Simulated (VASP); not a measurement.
Band structure of GeSn (relaxed from the NiAs type structure, space group P6_3/mmc). All values below come from PBEsol GGA, VASP's PBE PAW potentials (set 64) (plane waves; VASP 6.6.1).

Unless said otherwise, spin-orbit coupling is left out, though it shifts the bands of the heavy elements here.

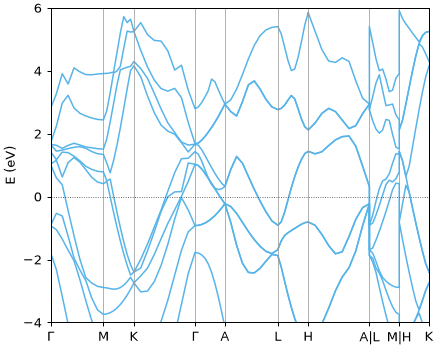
*Bands along high-symmetry lines, zero at the valence-band maximum or, without a gap, the Fermi level*

Task: Read the plot: is there a gap, and where are the band edges?

Result: It has no gap at this level: it comes out as a metal or semimetal. (Edges off the drawn lines would not show.)

The structure was generated: GeSn was put into the NiAs type type (P6_3/mmc), which need not be its known phase. It was relaxed first, which changed the volume by +13 %.
